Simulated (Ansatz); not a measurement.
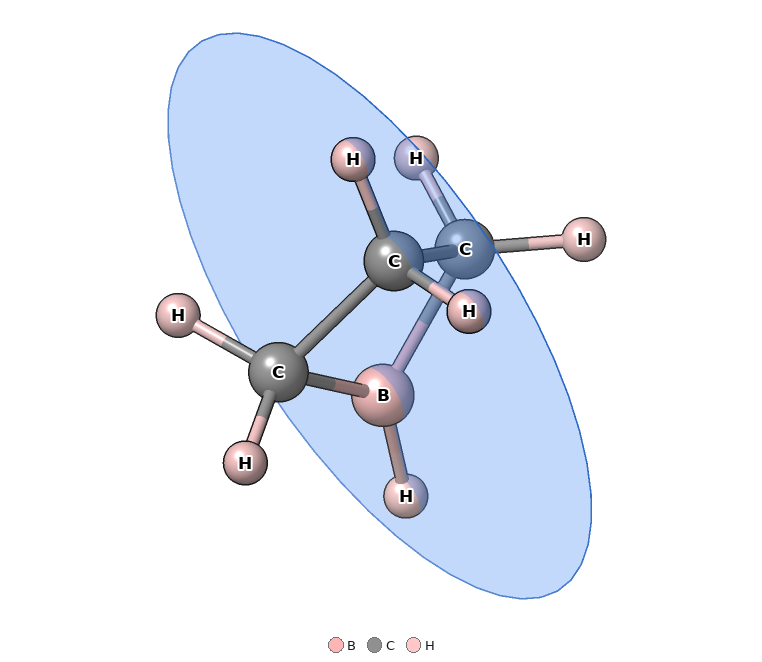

All proper rotation axes (lines) and mirror planes (discs) of the structure are drawn in. Distant atoms are faded towards the background colour. Computed geometry: PBE-D4/def2-SVP optimisation. No frequency run is at hand to confirm it as a minimum.

Name the symmetry elements and the point group.

It has 1 mirror plane. Point group Cs. The group has 2 operations. The geometry is achiral, and symmetry allows a dipole moment.
